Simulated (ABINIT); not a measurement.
# Quasiparticle gap of GaN (F-43m) in ABINIT, part 2 of 3

How does a plane-wave GW calculation on GaN (F-43m) run from the first input to the gap?

ABINIT 10.8.3; LDA and many-body steps on it, plane waves. Known limits of the many-body steps: not at the basis limit; exchange with frozen shells missing; no spin-orbit coupling; coarse k mesh.

So far. Step 2 (Ground state): The gap is direct, at Γ.

## Step 3: Bands along the symmetry lines

Level of this step: DFT, LDA, plane waves, norm-conserving pseudopotentials (ABINIT).

The cheap functional maps the bands first; the places of the edges decide which points the dearer methods must see.

Contents of run.abi:

```
acell 3*1.0 Angstrom
rprim 
  0.000000000000 2.253500607500 2.253500607500
  2.253500607500 0.000000000000 2.253500607500
  2.253500607500 2.253500607500 0.000000000000
ntypat 2
znucl 31 7
natom 2
typat 1 2
xred 
  0.000000000000 0.000000000000 0.000000000000
  0.750000000000 0.750000000000 0.750000000000
pp_dirpath "pseudos"
pseudos "Ga.upf, N.upf"
ecut 36
iscf -2
irdden 1
kptopt 0
nkpt 50
kpt 
  0.00000000 0.00000000 0.00000000
  -0.06250000 -0.06250000 0.00000000
  -0.12500000 -0.12500000 0.00000000
  -0.18750000 -0.18750000 0.00000000
  -0.25000000 -0.25000000 0.00000000
  -0.31250000 -0.31250000 0.00000000
  -0.37500000 -0.37500000 0.00000000
  -0.43750000 -0.43750000 0.00000000
  -0.50000000 -0.50000000 0.00000000
  -0.48437500 -0.48437500 0.03125000
  -0.46875000 -0.46875000 0.06250000
  -0.45312500 -0.45312500 0.09375000
  -0.43750000 -0.43750000 0.12500000
  -0.42187500 -0.42187500 0.15625000
  -0.40625000 -0.40625000 0.18750000
  -0.39062500 -0.39062500 0.21875000
  -0.37500000 -0.37500000 0.25000000
  -0.37500000 0.00000000 0.37500000
  -0.32812500 0.00000000 0.32812500
  -0.28125000 0.00000000 0.28125000
  -0.23437500 0.00000000 0.23437500
  -0.18750000 0.00000000 0.18750000
  -0.14062500 0.00000000 0.14062500
  -0.09375000 0.00000000 0.09375000
  -0.04687500 0.00000000 0.04687500
  0.00000000 0.00000000 0.00000000
  0.00000000 0.00000000 0.06250000
  0.00000000 0.00000000 0.12500000
  0.00000000 0.00000000 0.18750000
  0.00000000 0.00000000 0.25000000
  0.00000000 0.00000000 0.31250000
  0.00000000 0.00000000 0.37500000
  0.00000000 0.00000000 0.43750000
  0.00000000 0.00000000 0.50000000
  -0.06250000 -0.03125000 0.46875000
  -0.12500000 -0.06250000 0.43750000
  -0.18750000 -0.09375000 0.40625000
  -0.25000000 -0.12500000 0.37500000
  -0.31250000 -0.15625000 0.34375000
  -0.37500000 -0.18750000 0.31250000
  -0.43750000 -0.21875000 0.28125000
  -0.50000000 -0.25000000 0.25000000
  -0.50000000 -0.28125000 0.21875000
  -0.50000000 -0.31250000 0.18750000
  -0.50000000 -0.34375000 0.15625000
  -0.50000000 -0.37500000 0.12500000
  -0.50000000 -0.40625000 0.09375000
  -0.50000000 -0.43750000 0.06250000
  -0.50000000 -0.46875000 0.03125000
  -0.50000000 -0.50000000 0.00000000
istwfk *1
nband 16
nbdbuf 2
tolwfr 1e-08
nstep 40
prtwf 0
prtvol 0
indata_prefix "in"
outdata_prefix "out"
tmpdata_prefix "tmp"
```

Launch:

```
OMP_NUM_THREADS=1 mpirun -n 4 abinit run.abi > log
```

Numbers of over 12 decimals in the logs are rounded to 6 here.

Output:

```text
.Version 10.8.3 of ABINIT. v10.8.2 released Aug 2026.

 Symmetries : space group F-4 3 m (#216); Bravais cF (face-center cubic)
[... echo of the input left out ...]
== DATASET  1 ==================================================================
-   mpi_nproc: 4, omp_nthreads: 1 (-1 if OMP is not activated)

--- !DatasetInfo
iteration_state: {dtset: 1, }
dimensions: {natom: 2, nkpt: 50, mband: 16, nsppol: 1, nspinor: 1, nspden: 1, mpw: 1639, }
cutoff_energies: {ecut:  36.0, pawecutdg:  -1.0, }
electrons: {nelect:   1.80000000E+01, charge:   0.00000000E+00, occopt:   1.00000000E+00, tsmear:   1.00000000E-02, }

 Real(R)+Recip(G) space primitive vectors, cartesian coordinates (Bohr,Bohr^-1):
 R(1)=  0.0000000  4.2584990  4.2584990  G(1)= -0.1174123  0.1174123  0.1174123
 R(2)=  4.2584990  0.0000000  4.2584990  G(2)=  0.1174123 -0.1174123  0.1174123
 R(3)=  4.2584990  4.2584990  0.0000000  G(3)=  0.1174123  0.1174123 -0.1174123
 Unit cell volume ucvol=  1.5445417E+02 bohr^3
 Angles (23,13,12)=  6.00000000E+01  6.00000000E+01  6.00000000E+01 degrees

 getcut: wavevector=  0.0000  0.0000  0.0000  ngfft=  36  36  36
         ecut(hartree)=     36.000   => boxcut(ratio)=   2.21317

 getcut : COMMENT -
  Note that boxcut > 2.2 ; recall that boxcut=Gcut(box)/Gcut(sphere) = 2
  is sufficient for exact treatment of convolution.
  Such a large boxcut is a waste : you could raise ecut
  e.g. ecut=   44.083054 Hartrees makes boxcut=2

--- Pseudopotential description ------------------------------------------------
- Ga Generated using ONCVPSP code by D. R. Hamann
- 31.00000  13.00000  180309                  znucl, zion, pspdat
12 -1012 2 -1 1858                            pspcod,pspxc,lmax,lloc,mmax
     nproj     2     2     2
  pspatm : epsatm=   24.58383104
         --- l  ekb(1:nproj) -->
             0    7.046673    1.171794
             1    6.542514    1.190586
             2   -8.404011   -2.823845
 pspatm: atomic psp has been read  and splines computed

- N Generated using ONCVPSP code by D. R. Hamann
-  7.00000   5.00000  180309                  znucl, zion, pspdat
12 -1012 1 -1 1058                            pspcod,pspxc,lmax,lloc,mmax
     nproj     2     2     0
  pspatm : epsatm=    5.30777321
         --- l  ekb(1:nproj) -->
[...]
pspatm: atomic psp has been read  and splines computed

--------------------------------------------------------------------------------

================================================================================
 prteigrs : about to open file out_EIG
 Non-SCF case, kpt    1 (  0.00000  0.00000  0.00000), residuals and eigenvalues=
  6.37E-09  1.76E-09  5.28E-09  7.79E-09  2.80E-09  5.11E-09  3.27E-09  5.34E-09
  9.40E-09  2.58E-09  1.51E-09  2.33E-09  8.12E-09  7.53E-09  6.27E-07  1.52E-06
 -3.9795E-01 -3.1915E-01 -3.1915E-01 -3.1915E-01 -3.0775E-01 -3.0775E-01
[...]
-3.9581E-01 -3.1875E-01 -3.1875E-01 -3.1857E-01 -3.0788E-01 -3.0763E-01
[...]
5.6015E-01  7.9351E-01  8.4305E-01  8.7888E-01
 Non-SCF case, kpt    3 ( -0.12500 -0.12500  0.00000), residuals and eigenvalues=
[...]
5.7356E-01  7.1336E-01  8.9444E-01  9.0885E-01
[...]
Non-SCF case, kpt   49 ( -0.50000 -0.46875  0.03125), residuals and eigenvalues=
[...]
Non-SCF case, kpt   50 ( -0.50000 -0.50000  0.00000), residuals and eigenvalues=
[...]
-3.6344E-01 -3.1619E-01 -3.0818E-01 -3.0818E-01 -3.0496E-01 -2.3688E-01
 -4.5961E-02  8.2036E-02  8.2036E-02  3.0301E-01  4.2100E-01  6.0533E-01
[...]
--- !ResultsGS
iteration_state: {dtset: 1, }
comment   : Summary of ground state results
lattice_vectors:
- [  0.0000000,   4.2584990,   4.2584990, ]
- [  4.2584990,   0.0000000,   4.2584990, ]
- [  4.2584990,   4.2584990,   0.0000000, ]
lattice_lengths: [   6.02243,    6.02243,    6.02243, ]
lattice_angles: [ 60.000,  60.000,  60.000, ] # degrees, (23, 13, 12)
lattice_volume:   1.5445417E+02
convergence: {deltae:  0.000E+00, res2:  0.000E+00, residm:  9.960E-09, diffor:  0.000E+00, }
etotal    :  -8.67733219E+01
entropy   :   0.00000000E+00
fermie    :   1.82122820E-01
cartesian_stress_tensor: null
pressure_GPa: null
xred      :
- [  0.0000E+00,   0.0000E+00,   0.0000E+00, Ga]
- [  7.5000E-01,   7.5000E-01,   7.5000E-01,  N]
cartesian_forces: null
force_length_stats: {min: null, max: null, mean: null, }

 Integrated electronic density in atomic spheres:
 ------------------------------------------------
 Atom  Sphere_radius  Integrated_density
[...]
================================================================================

 ----iterations are completed or convergence reached----

 Mean square residual over all n,k,spin=   51.810E-10; max=  99.600E-10
 reduced coordinates (array xred) for    2 atoms
       0.000000000000      0.000000000000      0.000000000000
       0.750000000000      0.750000000000      0.750000000000

 cartesian coordinates (angstrom) at end:
    1      0.000000     0.000000     0.000000
    2      3.380251     3.380251     3.380251
 length scales=  1.889726125908  1.889726125908  1.889726125908 bohr
              =  1.000000000000  1.000000000000  1.000000000000 angstroms
 prteigrs : about to open file out_EIG
 Eigenvalues (hartree) for nkpt=  50  k points:
 kpt#   1, nband= 16, wtk=  1.00000, kpt=  0.0000  0.0000  0.0000 (reduced coord)
[...]
kpt#   2, nband= 16, wtk=  1.00000, kpt= -0.0625 -0.0625  0.0000 (reduced coord)
[...]
kpt#   3, nband= 16, wtk=  1.00000, kpt= -0.1250 -0.1250  0.0000 (reduced coord)
[...]
kpt#  49, nband= 16, wtk=  1.00000, kpt= -0.5000 -0.4687  0.0313 (reduced coord)
[...]
kpt#  50, nband= 16, wtk=  1.00000, kpt= -0.5000 -0.5000  0.0000 (reduced coord)
  -0.36344   -0.31619   -0.30818   -0.30818   -0.30496   -0.23688   -0.04596    0.08204
   0.08204    0.30301    0.42100    0.60533    0.68746    0.68746    0.97701    1.10081

== END DATASET(S) ==============================================================
================================================================================

 -outvars: echo values of variables after computation  --------
            nband          16
             nkpt          50
          spgroup         216
 [... the other variables as echoed above ...]

 Calculation completed.
```

The job ended after 5.7 s (4 MPI ranks of Arm Neoverse V2, shared host; peak memory 0.25 GiB).

Numbers from this step:

```yaml
gap: 1.770 eV
k_of_the_valence_top: 0, 0, 0
k_of_the_conduction_bottom: 0, 0, 0
least_direct_gap: 1.770 eV
```

The gap is 1.770 eV, as in the run before at this level.

The electronic bands at the labelled points (eV, zero at the top of the highest filled band):

```csv
point,band 6,band 7,band 8,band 9,band 10,band 11,band 12,band 13
Γ,-13.33,0.00,0.00,0.00,1.77,10.16,10.16,10.16
X,-11.40,-6.21,-2.72,-2.72,3.29,6.50,11.52,13.75
U,-11.24,-5.94,-4.30,-2.19,4.92,7.72,10.89,12.68
jump to K,-11.24,-5.94,-4.30,-2.19,4.92,7.72,10.89,12.68
Γ,-13.33,0.00,0.00,0.00,1.77,10.16,10.16,10.16
L,-11.90,-7.11,-0.98,-0.98,4.56,8.61,10.24,10.24
W,-11.12,-5.77,-3.73,-3.68,6.14,8.23,10.18,10.94
X,-11.40,-6.21,-2.72,-2.72,3.29,6.50,11.52,13.75
```

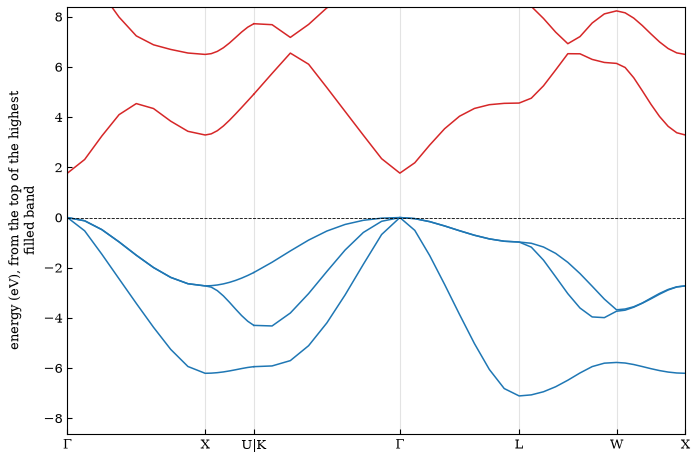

Electronic bands along the path; lines of filled and empty bands in two colours.

## Step 4: Empty states on the mesh, 4×4×4 mesh, 30 bands

The sums over transitions need many empty states on a uniform mesh; this step solves for them.

Contents of run.abi:

```
acell 3*1.0 Angstrom
rprim 
  0.000000000000 2.253500607500 2.253500607500
  2.253500607500 0.000000000000 2.253500607500
  2.253500607500 2.253500607500 0.000000000000
ntypat 2
znucl 31 7
natom 2
typat 1 2
xred 
  0.000000000000 0.000000000000 0.000000000000
  0.750000000000 0.750000000000 0.750000000000
pp_dirpath "pseudos"
pseudos "Ga.upf, N.upf"
ecut 36
ngkpt 4 4 4
nshiftk 1
shiftk 0 0 0
kptopt 1
chksymbreak 0
iscf -2
irdden 1
istwfk *1
nband 30
nbdbuf 4
tolwfr 1e-09
nstep 60
prtvol 0
indata_prefix "in"
outdata_prefix "out"
tmpdata_prefix "tmp"
```

Output:

```text
.Version 10.8.3 of ABINIT. v10.8.2 released Aug 2026.

 Symmetries : space group F-4 3 m (#216); Bravais cF (face-center cubic)
[... echo of the input left out ...]
== DATASET  1 ==================================================================
-   mpi_nproc: 4, omp_nthreads: 1 (-1 if OMP is not activated)

--- !DatasetInfo
iteration_state: {dtset: 1, }
dimensions: {natom: 2, nkpt: 8, mband: 30, nsppol: 1, nspinor: 1, nspden: 1, mpw: 1639, }
cutoff_energies: {ecut:  36.0, pawecutdg:  -1.0, }
electrons: {nelect:   1.80000000E+01, charge:   0.00000000E+00, occopt:   1.00000000E+00, tsmear:   1.00000000E-02, }

 Real(R)+Recip(G) space primitive vectors, cartesian coordinates (Bohr,Bohr^-1):
 R(1)=  0.0000000  4.2584990  4.2584990  G(1)= -0.1174123  0.1174123  0.1174123
 R(2)=  4.2584990  0.0000000  4.2584990  G(2)=  0.1174123 -0.1174123  0.1174123
 R(3)=  4.2584990  4.2584990  0.0000000  G(3)=  0.1174123  0.1174123 -0.1174123
 Unit cell volume ucvol=  1.5445417E+02 bohr^3
 Angles (23,13,12)=  6.00000000E+01  6.00000000E+01  6.00000000E+01 degrees

 getcut: wavevector=  0.0000  0.0000  0.0000  ngfft=  36  36  36
         ecut(hartree)=     36.000   => boxcut(ratio)=   2.21317

 getcut : COMMENT -
  Note that boxcut > 2.2 ; recall that boxcut=Gcut(box)/Gcut(sphere) = 2
  is sufficient for exact treatment of convolution.
  Such a large boxcut is a waste : you could raise ecut
  e.g. ecut=   44.083054 Hartrees makes boxcut=2

--- Pseudopotential description ------------------------------------------------
- Ga Generated using ONCVPSP code by D. R. Hamann
- 31.00000  13.00000  180309                  znucl, zion, pspdat
12 -1012 2 -1 1858                            pspcod,pspxc,lmax,lloc,mmax
     nproj     2     2     2
  pspatm : epsatm=   24.58383104
         --- l  ekb(1:nproj) -->
             0    7.046673    1.171794
             1    6.542514    1.190586
             2   -8.404011   -2.823845
 pspatm: atomic psp has been read  and splines computed

- N Generated using ONCVPSP code by D. R. Hamann
-  7.00000   5.00000  180309                  znucl, zion, pspdat
12 -1012 1 -1 1058                            pspcod,pspxc,lmax,lloc,mmax
     nproj     2     2     0
  pspatm : epsatm=    5.30777321
         --- l  ekb(1:nproj) -->
[...]
pspatm: atomic psp has been read  and splines computed

--------------------------------------------------------------------------------

================================================================================
 prteigrs : about to open file out_EIG
 Non-SCF case, kpt    1 (  0.00000  0.00000  0.00000), residuals and eigenvalues=
  3.04E-10  5.11E-10  1.86E-10  2.26E-10  4.83E-10  9.01E-10  2.07E-10  7.37E-10
  7.62E-10  5.42E-10  7.43E-11  1.36E-10  3.26E-10  3.63E-10  2.67E-10  3.81E-10
  7.76E-10  3.55E-10  7.03E-10  2.09E-10  1.15E-10  3.57E-10  5.12E-10  7.10E-10
  6.08E-10  7.18E-10  3.83E-10  3.93E-10  7.96E-07  5.75E-10
 -3.9795E-01 -3.1915E-01 -3.1915E-01 -3.1915E-01 -3.0775E-01 -3.0775E-01
  1.8212E-01  1.8212E-01  1.8212E-01  2.4715E-01  5.5535E-01  5.5535E-01
  5.5535E-01  8.1792E-01  8.6882E-01  8.6882E-01  8.6882E-01  9.0756E-01
  9.0756E-01  1.0111E+00  1.3773E+00  1.3773E+00  1.3773E+00  1.8634E+00
  1.8634E+00  1.8634E+00  1.8910E+00  1.8910E+00  1.8910E+00  1.9303E+00
 prteigrs : prtvol=0 or 1, do not print more k-points.

--- !ResultsGS
iteration_state: {dtset: 1, }
comment   : Summary of ground state results
lattice_vectors:
- [  0.0000000,   4.2584990,   4.2584990, ]
- [  4.2584990,   0.0000000,   4.2584990, ]
- [  4.2584990,   4.2584990,   0.0000000, ]
lattice_lengths: [   6.02243,    6.02243,    6.02243, ]
lattice_angles: [ 60.000,  60.000,  60.000, ] # degrees, (23, 13, 12)
lattice_volume:   1.5445417E+02
convergence: {deltae:  0.000E+00, res2:  0.000E+00, residm:  9.924E-10, diffor:  0.000E+00, }
etotal    :  -8.67733219E+01
entropy   :   0.00000000E+00
fermie    :   1.82122820E-01
cartesian_stress_tensor: null
pressure_GPa: null
xred      :
- [  0.0000E+00,   0.0000E+00,   0.0000E+00, Ga]
- [  7.5000E-01,   7.5000E-01,   7.5000E-01,  N]
cartesian_forces: null
force_length_stats: {min: null, max: null, mean: null, }

 Integrated electronic density in atomic spheres:
 ------------------------------------------------
 Atom  Sphere_radius  Integrated_density
[...]
================================================================================

 ----iterations are completed or convergence reached----

 Mean square residual over all n,k,spin=   48.180E-11; max=  99.242E-11
 reduced coordinates (array xred) for    2 atoms
       0.000000000000      0.000000000000      0.000000000000
       0.750000000000      0.750000000000      0.750000000000

 cartesian coordinates (angstrom) at end:
    1      0.000000     0.000000     0.000000
    2      3.380251     3.380251     3.380251
 length scales=  1.889726125908  1.889726125908  1.889726125908 bohr
              =  1.000000000000  1.000000000000  1.000000000000 angstroms
 prteigrs : about to open file out_EIG
 Eigenvalues (hartree) for nkpt=   8  k points:
 kpt#   1, nband= 30, wtk=  0.01563, kpt=  0.0000  0.0000  0.0000 (reduced coord)
  -0.39795   -0.31915   -0.31915   -0.31915   -0.30775   -0.30775    0.18212    0.18212
   0.18212    0.24715    0.55535    0.55535    0.55535    0.81792    0.86882    0.86882
   0.86882    0.90756    0.90756    1.01107    1.37734    1.37734    1.37734    1.86336
   1.86336    1.86336    1.89097    1.89097    1.89097    1.93033
 prteigrs : prtvol=0 or 1, do not print more k-points.

== END DATASET(S) ==============================================================
================================================================================

 -outvars: echo values of variables after computation  --------
            nband          30
             nkpt           8
          spgroup         216
 [... the other variables as echoed above ...]

 Calculation completed.
```

Run time: 3.3 s. Hardware: 4 MPI ranks; peak memory 0.24 GiB.

Numbers from this step:

* gap: 1.770 eV
* k of the valence top: 0, 0, 0
* k of the conduction bottom: 0, 0, 0
* least direct gap: 1.770 eV
* k points computed: 8
* lowest point of the top converged band, above the valence top: 35.30 eV

On this mesh the gap is 1.770 eV.

## Step 5: Screening, 4×4×4 mesh, 26 bands, screening to 108.8 eV

The RPA dielectric matrix is built and inverted for each q.

This step: RPA screening on LDA, plane waves, norm-conserving pseudopotentials.

Changes to run.abi since step 4:

```diff
@@ -20,10 +20,11 @@
 chksymbreak 0
-iscf -2
-irdden 1
 istwfk *1
-nband 30
-nbdbuf 4
-tolwfr 1e-09
-nstep 60
-prtvol 0
+occopt 1
+irdwfk 1
+optdriver 3
+nband 26
+ecuteps 4
+inclvkb 2
+awtr 1
+symchi 1
 indata_prefix "in"
```

Output:

```text
.Version 10.8.3 of ABINIT. v10.8.2 released Aug 2026.

 Symmetries : space group F-4 3 m (#216); Bravais cF (face-center cubic)
[... echo of the input left out ...]
== DATASET  1 ==================================================================
-   mpi_nproc: 4, omp_nthreads: 1 (-1 if OMP is not activated)

--- !DatasetInfo
iteration_state: {dtset: 1, }
dimensions: {natom: 2, nkpt: 8, mband: 26, nsppol: 1, nspinor: 1, nspden: 1, mpw: 1639, }
cutoff_energies: {ecut:  36.0, pawecutdg:  -1.0, }
electrons: {nelect:   1.80000000E+01, charge:   0.00000000E+00, occopt:   1.00000000E+00, tsmear:   1.00000000E-02, }

 SCREENING: Calculation of the susceptibility and dielectric matrices

 Based on a program developped by R.W. Godby, V. Olevano, G. Onida, and L. Reining.
 Incorporated in ABINIT by V. Olevano, G.-M. Rignanese, and M. Torrent.
.Using double precision arithmetic ; gwpc =  8

[... cell and pseudopotentials left out ...]
--------------------------------------------------------------------------------

 ==== K-mesh for the wavefunctions ====
 Number of points in the irreducible wedge :     8
[... list of points left out ...]
 Together with 24 symmetry operations and time-reversal symmetry
 yields    64 points in the full Brillouin Zone.

 ==== Q-mesh for the screening function ====
 Number of points in the irreducible wedge :     8
[... list of points left out ...]
 Together with 24 symmetry operations and time-reversal symmetry
 yields    64 points in the full Brillouin Zone.

 setmesh: FFT mesh size selected  =    24x   24x   24
          total number of points  =        13824

 vcoul_init : cutoff-mode = AUXILIARY_FUNCTION
 q-points for optical limit:   1
     1)      0.000010    0.000020    0.000030

- screening: taking advantage of time-reversal symmetry
- Maximum band index for partially occupied states nbvw = 9
- Remaining bands to be divided among processors   nbcw = 17
- Number of bands treated by each node ~4

 Number of electrons calculated from density =   18.0000; Expected =   18.0000
 average of density, n =  0.116539
 r_s =    1.2700
 omega_plasma =   32.9300 [eV]

 calculating chi0 at frequencies [eV] :
  1    0.000000E+00    0.000000E+00
  2    0.000000E+00    3.293002E+01

--------------------------------------------------------------------------------
  q-point number  1        q = ( 0.000000, 0.000000, 0.000000) [r.l.u.]
--------------------------------------------------------------------------------
[... chi0 elements left out ...]
 For q-point:  0.000010 0.000020 0.000030
  dielectric constant =   8.9710
  dielectric constant without local fields =   9.5231

  Average fulfillment of the sum rule on Im[epsilon] for q-point    1 :     25.33  [%]
[... wings left out ...]
  q-point number  2        q = ( 0.250000, 0.000000, 0.000000) [r.l.u.]
--------------------------------------------------------------------------------
[... chi0 elements left out ...]
  Average fulfillment of the sum rule on Im[epsilon] for q-point    2 :     44.98  [%]

 [... 6 further q-points ...]
```

Wall time 3.3 s (4 MPI ranks); peak memory 0.37 GiB.

This step gave:

```
ε∞ with local fields, on this mesh, along the program's q direction : 8.971
the same without local fields                                       : 9.523
plasma frequency                                                    : 32.93 eV
plane waves in the screening matrix                                 : 59
```

Local fields lower ε∞ by 6 %. On a Γ-centred mesh this coarse the value itself is usually too large, while a short band sum pulls it down.

(Continued in part 3 of 3.)

[Paths, hosts, dates, memory and timing lines, banners, echoed tables and standing remarks are left out of the program output.]

[Logs are printed without paths, hosts, clocks, repeated set-up lines and the standing remarks that a program may print on its own settings, such as how far it seeks lower states.]

[Runs of the session that timed out or met a known fault of the program may be left out.]

[Hosts, paths, dates, database ids (printed as entryN), source tags and the programs' standing remarks are cut or masked in the printed files.]

[G0W0 gaps are taken among the corrected bands and points alone; a level outside them can change the order at an edge.]

[Where Ansatz stands beside ABINIT at settings called matched, ABINIT's density can come from a denser mesh and the files from another edition; pairs whose starting gaps differed by over 0.03 eV were left out, so agreement reads better than it is.]
